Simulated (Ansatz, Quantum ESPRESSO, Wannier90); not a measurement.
# straight W chain, spacing 2.09 Å: Wannier functions and conductance, part 4 of 6

How many channels does the wire offer, and does a small Wannier basis get them right? The wire: straight W chain, spacing 2.09 Å.

Quantum ESPRESSO 7.5 and Wannier90 3.1.0; plane-wave DFT, PBE, GBRV ultrasoft pseudopotentials; cross-check by Ansatz 0.2.0 with PAW datasets.

So far. Step 2 (Self-consistent run): The run needed 24 iterations to bring the estimated error under 1e-07 Ry. Step 6 (Localisation, bands and conductance, with dis_win_max − …): The outer window must hold at least num_wann states at every k: widen it, with enough bands computed to fill it.

### Step 9. Localisation, bands and conductance

Level of this step: maximally localised Wannier functions and ballistic conductance; plane-wave DFT, PBE, GBRV ultrasoft pseudopotentials (Wannier90).

After disentangling and localising, transport_mode = bulk builds principal layers from hoppings within dist_cutoff and counts open channels.

Input file wan.win:

```
num_wann = 9
num_bands = 36
num_iter = 200
num_print_cycles = 20
conv_tol = 1e-8
conv_window = 5
guiding_centres = true
dis_num_iter = 1500
dis_conv_tol = 1e-8
dis_win_min = -12.2889
dis_win_max = 18.7111
dis_froz_max = 0.2111
search_shells = 120
fermi_energy = -1.2889

transport = true
transport_mode = bulk
one_dim_axis = z
dist_cutoff = 18.73
dist_cutoff_mode = one_dim
tran_win_min = -4.0
tran_win_max = 2.0
tran_energy_step = 0.02

bands_plot = true
bands_num_points = 96
begin kpoint_path
G 0.0 0.0 0.0 Z 0.0 0.0 0.5
end kpoint_path

begin projections
W:s;p;d
end projections

begin unit_cell_cart
ang
  8.0000000000 0.0000000000 0.0000000000
  0.0000000000 8.0000000000 0.0000000000
  0.0000000000 0.0000000000 2.0925000000
end unit_cell_cart

begin atoms_frac
  W  0.0000000000 0.0000000000 0.0000000000
end atoms_frac

mp_grid = 1 1 18
begin kpoints
  0.0 0.0 0.0000000000
  0.0 0.0 0.0555555556
  0.0 0.0 0.1111111111
  0.0 0.0 0.1666666667
  0.0 0.0 0.2222222222
  0.0 0.0 0.2777777778
  0.0 0.0 0.3333333333
  0.0 0.0 0.3888888889
  0.0 0.0 0.4444444444
  0.0 0.0 0.5000000000
  0.0 0.0 0.5555555556
  0.0 0.0 0.6111111111
  0.0 0.0 0.6666666667
  0.0 0.0 0.7222222222
  0.0 0.0 0.7777777778
  0.0 0.0 0.8333333333
  0.0 0.0 0.8888888889
  0.0 0.0 0.9444444444
end kpoints
```

Launch:

```bash
OMP_NUM_THREADS=1 wannier90.x wan > wan.run.log
```

What it wrote:

```text
[banner, memory and clock lines left out]
+---------------------------------------------------+
             |                                                   |
             |                   WANNIER90                       |
             |                                                   |
             +---------------------------------------------------+
             |                                                   |
             |        Welcome to the Maximally-Localized         |
             |        Generalized Wannier Functions code         |
             |                             |
             |                                                   |
             |                                                   |
             |  Wannier90 Developer Group:                       |
             |    Giovanni Pizzi    (EPFL)                       |
             |    Valerio Vitale    (Cambridge)                  |
             |    David Vanderbilt  (Rutgers University)         |
             |    Nicola Marzari    (EPFL)                       |
             |    Ivo Souza         (Universidad del Pais Vasco) |
             |    Arash A. Mostofi  (Imperial College London)    |
             |    Jonathan R. Yates (University of Oxford)       |
             |                                                   |
             |  For the full list of Wannier90 3.x authors,      |
             |  please check the code documentation and the      |
             |  README on the GitHub page of the code            |
             |                                                   |
             |                                                   |
             |                                                   |
             |  [ref] "Wannier90 as a community code:            |
             |        new features and applications",            |
             |        165902 (2020).                             |
             |            |
             |                                                   |
             |  in any publications arising from the use of      |
             |                                                   |
             |  [ref] "Maximally Localized Generalised Wannier   |
             |         Functions for Composite Energy Bands"     |
             |         N. Marzari and D. Vanderbilt              |
             |         Phys. Rev. B 56 12847 (1997)              |
             |                                                   |
             |  [ref] "Maximally Localized Wannier Functions     |
             |         for Entangled Energy Bands"               |
             |         I. Souza, N. Marzari and D. Vanderbilt    |
             |         Phys. Rev. B 65 035109 (2001)             |
             |                                                   |
             |                                                   |
             | Copyright (c) 1996-2020                           |
             |        The Wannier90 Developer Group and          |
             |        individual contributors                    |
             |                                                   |
             |      Release: 3.1.0        5th March    2020      |
             |                                                   |
             | This program is free software; you can            |
             | redistribute it and/or modify it under the terms  |
             | of the GNU General Public License as published by |
             | the Free Software Foundation; either version 2 of |
             | the License, or (at your option) any later version|
             |                                                   |
             | This program is distributed in the hope that it   |
             | will be useful, but WITHOUT ANY WARRANTY; without |
             | even the implied warranty of MERCHANTABILITY or   |
             | FITNESS FOR A PARTICULAR PURPOSE. See the GNU     |
             | General Public License for more details.          |
             |                                                   |
             | You should have received a copy of the GNU General|
             | Public License along with this program; if not,   |
             | write to the Free Software Foundation, Inc.,      |
             | 675 Mass Ave, Cambridge, MA 02139, USA.           |
             |                                                   |
             +---------------------------------------------------+
             +---------------------------------------------------+

 ******************************************************************************
 * -> Using CODATA 2006 constant values                                       *
 *    (                      *
 * -> Using Bohr value from CODATA                                            *
 ******************************************************************************

 Running in serial (with parallel executable)

                                    ------
                                    SYSTEM
                                    ------

                              Lattice Vectors (Ang)
                    a_1     8.000000   0.000000   0.000000
                    a_2     0.000000   8.000000   0.000000
                    a_3     0.000000   0.000000   2.092500

                   Unit Cell Volume:     133.92000  (Ang^3)

                        Reciprocal-Space Vectors (Ang^-1)
                    b_1     0.785398   0.000000   0.000000
                    b_2     0.000000   0.785398   0.000000
                    b_3     0.000000   0.000000   3.002717

 *----------------------------------------------------------------------------*
 |   Site       Fractional Coordinate          Cartesian Coordinate (Ang)     |
 +----------------------------------------------------------------------------+
 | W    1   0.00000   0.00000   0.00000   |    0.00000   0.00000   0.00000    |
 *----------------------------------------------------------------------------*
                                ------------
                                K-POINT GRID
                                ------------

             Grid size =  1 x  1 x 18      Total points =   18

 *---------------------------------- MAIN ------------------------------------*
 |  Number of Wannier Functions               :                 9             |
 |  Number of Objective Wannier Functions     :                 9             |
 |  Number of input Bloch states              :                36             |
 |  Output verbosity (1=low, 5=high)          :                 1             |
[...]
40    -0.315E-02     0.1571546156       14.4636082569       5.37  <-- CONV
        O_D=      0.0337769 O_OD=      3.3317155 O_TOT=     14.4636083 <-- SPRD
 Delta: O_D= -0.1654830E-02 O_OD= -0.1494158E-02 O_TOT= -0.3148987E-02 <-- DLTA
 Cycle:     60
[...]
Sum of centres and spreads ( -0.088167, -1.812484, -3.138708 )    14.43091025

     60    -0.184E-02     0.1170501133       14.4309102156       5.40  <-- CONV
        O_D=      0.0277210 O_OD=      3.3050734 O_TOT=     14.4309102 <-- SPRD
 Delta: O_D=  0.2838843E-03 O_OD= -0.2124059E-02 O_TOT= -0.1840175E-02 <-- DLTA
 Cycle:     80
[...]
Sum of centres and spreads ( -0.245545, -1.833476, -3.138880 )    14.10705602

     80    -0.333E-01     0.5640981147       14.1070559854       5.42  <-- CONV
        O_D=      0.0319001 O_OD=      2.9770401 O_TOT=     14.1070560 <-- SPRD
 Delta: O_D= -0.2835767E-02 O_OD= -0.3041584E-01 O_TOT= -0.3325160E-01 <-- DLTA
 Cycle:    100
[...]
Sum of centres and spreads ( -0.091889, -1.857608, -3.138819 )    13.80325862

    100    -0.103E-01     0.2716680620       13.8032585875       5.44  <-- CONV
        O_D=      0.0280924 O_OD=      2.6770504 O_TOT=     13.8032586 <-- SPRD
 Delta: O_D= -0.2729088E-02 O_OD= -0.7609122E-02 O_TOT= -0.1033821E-01 <-- DLTA

 Writing checkpoint file wan.chk... done

 Cycle:    120
[...]
Sum of centres and spreads ( -0.021045, -1.881953, -3.138650 )    13.65292840

    120    -0.312E-02     0.1649465033       13.6529283695       5.47  <-- CONV
        O_D=      0.0253369 O_OD=      2.5294756 O_TOT=     13.6529284 <-- SPRD
 Delta: O_D=  0.6625174E-03 O_OD= -0.3780711E-02 O_TOT= -0.3118193E-02 <-- DLTA
 Cycle:    140
[...]
Sum of centres and spreads ( -0.003698, -1.891629, -3.138751 )    13.61356349

    140    -0.960E-03     0.0954901970       13.6135634595       5.49  <-- CONV
        O_D=      0.0218925 O_OD=      2.4935551 O_TOT=     13.6135635 <-- SPRD
 Delta: O_D= -0.5364028E-04 O_OD= -0.9067481E-03 O_TOT= -0.9603883E-03 <-- DLTA
 Cycle:    160
[...]
Sum of centres and spreads (  0.000956, -1.895905, -3.138743 )    13.60545807

    160    -0.221E-03     0.0396995623       13.6054580383       5.51  <-- CONV
        O_D=      0.0210956 O_OD=      2.4862466 O_TOT=     13.6054580 <-- SPRD
 Delta: O_D= -0.1188820E-03 O_OD= -0.1022722E-03 O_TOT= -0.2211542E-03 <-- DLTA
 Cycle:    180
[...]
Sum of centres and spreads (  0.002633, -1.899001, -3.138722 )    13.60277421

    180    -0.676E-04     0.0239376006       13.6027741826       5.54  <-- CONV
        O_D=      0.0208349 O_OD=      2.4838235 O_TOT=     13.6027742 <-- SPRD
 Delta: O_D=  0.1330239E-04 O_OD= -0.8089406E-04 O_TOT= -0.6759167E-04 <-- DLTA
 Cycle:    200
[...]
Sum of centres and spreads (  0.003024, -1.901159, -3.138737 )    13.60149319

    200    -0.596E-04     0.0238475827       13.6014931618       5.56  <-- CONV
        O_D=      0.0206664 O_OD=      2.4827109 O_TOT=     13.6014932 <-- SPRD
 Delta: O_D=  0.8936090E-05 O_OD= -0.6857094E-04 O_TOT= -0.5963485E-04 <-- DLTA

 Writing checkpoint file wan.chk... done

 Final State
[...]
WF centre and spread    2  (  0.017230, -2.581944, -4.184985 )     2.05709181
  WF centre and spread    3  ( -1.013346,  0.030314, -0.000030 )     1.51446276
  WF centre and spread    4  (  0.030316,  1.284269, -0.000203 )     1.67438152
  WF centre and spread    5  (  0.108720, -0.415589,  0.001454 )     1.36642314
  WF centre and spread    6  ( -0.001408, -0.000156,  0.000005 )     1.12522068
  WF centre and spread    7  (  0.000131,  0.060714, -0.001407 )     1.14845818
  WF centre and spread    8  (  0.997572,  0.036176,  0.000002 )     1.50970566
  WF centre and spread    9  ( -0.139534, -0.080185,  0.000104 )     1.30537618
  Sum of centres and spreads (  0.003024, -1.901159, -3.138737 )    13.60149319

         Spreads (Ang^2)       Omega I      =    11.098115805
        ================       Omega D      =     0.020666420
                               Omega OD     =     2.482710938
    Final Spread (Ang^2)       Omega Total  =    13.601493162
 Time for wannierise            0.236 (sec)

 Writing checkpoint file wan.chk... done

 *---------------------------------------------------------------------------*
 |                               PLOTTING                                    |
 *---------------------------------------------------------------------------*

 Translated centres
    translation centre in fractional coordinate:  0.000000  0.000000  0.000000
  WF centre     1  (  0.003343, -0.234758, -1.046178 )
  WF centre     2  (  0.017230, -2.581944,  0.000015 )
  WF centre     3  ( -1.013346,  0.030314, -0.000030 )
  WF centre     4  (  0.030316,  1.284269, -0.000203 )
  WF centre     5  (  0.108720, -0.415589,  0.001454 )
  WF centre     6  ( -0.001408, -0.000156,  0.000005 )
  WF centre     7  (  0.000131,  0.060714, -0.001407 )
  WF centre     8  (  0.997572,  0.036176,  0.000002 )
  WF centre     9  ( -0.139534, -0.080185,  0.000104 )

 Calculating interpolated band-structure

 Time to calculate interpolated band structure       0.010 (sec)

 Time for plotting              0.015 (sec)

 *---------------------------------------------------------------------------*
 |                              TRANSPORT                                    |
 *---------------------------------------------------------------------------*

 Calculation of Quantum Conductance and DoS: bulk mode

 Maximum imaginary part of the real-space Hamiltonian:     0.045851

     Maximum real part of the real-space Hamiltonian at each lattice point
            Lattice point R           Max |H_ij(R)|
                 -10                     0.000000
                  -9                     0.002544
                  -8                     0.006024
                  -7                     0.008012
                  -6                     0.017571
                  -5                     0.021022
                  -4                     0.042857
                  -3                     0.145588
                  -2                     0.681292
                  -1                     3.114397
                   0                     6.933536
                   1                     3.114397
                   2                     0.681292
                   3                     0.145588
                   4                     0.042857
                   5                     0.021022
                   6                     0.017571
                   7                     0.008012
                   8                     0.006024
                   9                     0.002544
                  10                     0.000000

 Number of unit cells inside the principal layer:     9
 Number of Wannier Functions inside the principal layer:    81

 Calculating quantum conductance and density of states... done

 Time for transport            12.635 (sec)
 Total Execution Time          18.313 (sec)

 *===========================================================================*
 |                             TIMING INFORMATION                            |
 *===========================================================================*
 |    Tag                                                Ncalls      Time (s)|
 |---------------------------------------------------------------------------|
 |kmesh: get                                        :         1         0.015|
 |overlap: allocate                                 :         1         0.000|
 |overlap: read                                     :         1         0.079|
 |dis: main                                         :         1         5.328|
 |wann: main                                        :         1         0.236|
 |plot: main                                        :         1         0.015|
 |tran: main                                        :         1        12.635|
 *---------------------------------------------------------------------------*

 All done: wannier90 exiting
[key lines of the parts left out:]
|  Fermi energy (eV)                         :            -1.289             |
```

It took 19 s on 1 MPI rank of Arm Neoverse V2, shared host; peak memory 0.08 GiB.

This step gave:

- lead channels at the Fermi level, one spin: 6.000
- total spread: 13.60 Å²
- gauge-invariant spread: 11.10 Å²
- largest misfit to plane-wave levels between mesh points, inside the frozen window: 0.02235 eV

Per spin. Quantum conductance of the perfect wire, open channels against energy, zero at the Fermi level:

```tsv
energy (eV)	quantum conductance of the perfect wire, open channels
-4.000	3
-3.500	3
-3.000	3
-2.500	4
-2.000	4
-1.500	4
-1.020	6
-0.500	6
0.000	6
0.500	6
1.000	6
1.500	6
2.000	6
```

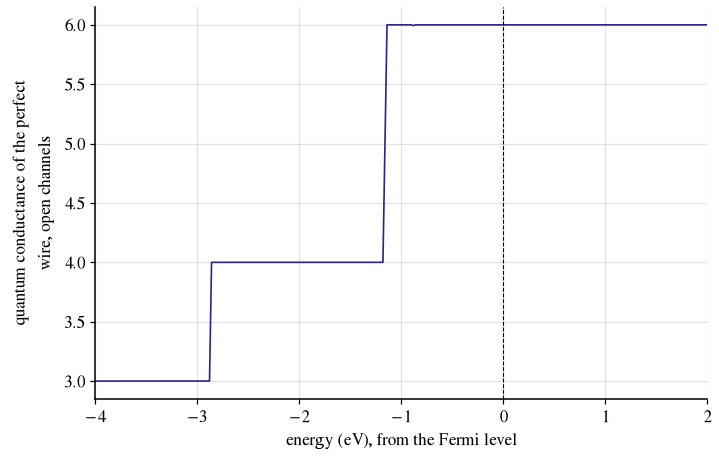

Quantum conductance of the perfect wire, open channels against energy.

Wannier functions:

```tsv
no.	x (Å)	y (Å)	z (Å)	spread (Å²)
1	0.003343	-0.2348	1.046	1.9
2	0.01723	-2.582	-4.185	2.057
3	-1.013	0.03031	-3.00e-5	1.514
4	0.03032	1.284	-2.03e-4	1.674
5	0.1087	-0.4156	0.001454	1.366
6	-0.001408	-1.56e-4	5.00e-6	1.125
7	1.31e-4	0.06071	-0.001407	1.148
8	0.9976	0.03618	2.00e-6	1.51
9	-0.1395	-0.08019	1.04e-4	1.305
```

The electronic bands at the labelled points (eV, zero at the Fermi level; # counts the bands kept):

```tsv
point	#1	#2	#3	#4	#5	#6	#7
Γ	-5.60	-2.87	-1.17	-1.16	2.20	2.45	7.58
Z	-4.54	-4.54	2.45	2.46	3.43	7.56	10.68
```

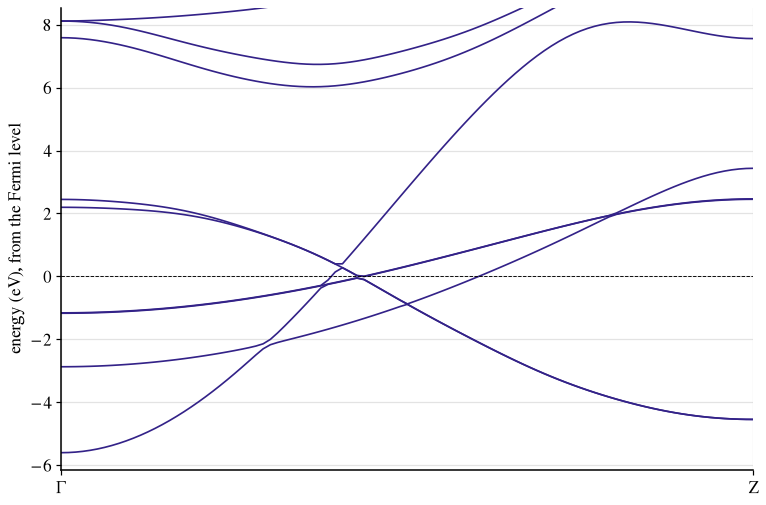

Electronic bands along the path.

Bands and channels are those of the Wannier model: bands that were not projected, and all outside the frozen window, are missing or only approximate.

Disentanglement stopped at its cap on iterations, so these spreads are not final.

At least 1 of the functions sits far from every atom, off the bonds: the outer window has let in states of the vacuum, so the basis is not the atomic one that was projected.

### Step 10. Neighbour list from wannier90 -pp, with dis_num_iter = 10

How much does a setting matter? One run is repeated with a change.

wan_w.win is the input of step 9 with these lines changed:

```diff
@@ -7,3 +7,3 @@
 guiding_centres = true
-dis_num_iter = 1500
+dis_num_iter = 10
 dis_conv_tol = 1e-8
```

Launch:

```bash
OMP_NUM_THREADS=1 wannier90.x -pp wan_w > wan_w.pp.log
```

The job ended after 0.48 s (1 MPI rank; peak memory 0.09 GiB).

### Step 11. Overlaps and projections

The follow-up step for that run.

Input file wan_w.p2w.in:

```
&inputpp
  prefix = 'nscf'
  outdir = './out'
  seedname = 'wan_w'
  write_mmn = .true.
  write_amn = .true.
  write_unk = .false.
/
```

Launch:

```bash
OMP_NUM_THREADS=1 mpirun -n 4 pw2wannier90.x -in wan_w.p2w.in > wan_w.p2w.out
```

Run time: 3 s. Hardware: 4 MPI ranks; peak memory 0.19 GiB.

[end of part 4 of 6]

[Logs are printed without paths, hosts, clocks, repeated set-up lines and the standing remarks that a program may print on its own settings, such as how far it seeks lower states.]

[Hosts, paths, dates, database ids (printed as entryN), source tags and the programs' standing remarks are cut or masked in the printed files.]

[Maps of the electrostatic potential energy from Ansatz leave out the sawtooth potential of an applied field or a dipole correction, so their vacuum need not be flat; planar profiles and work functions include it.]
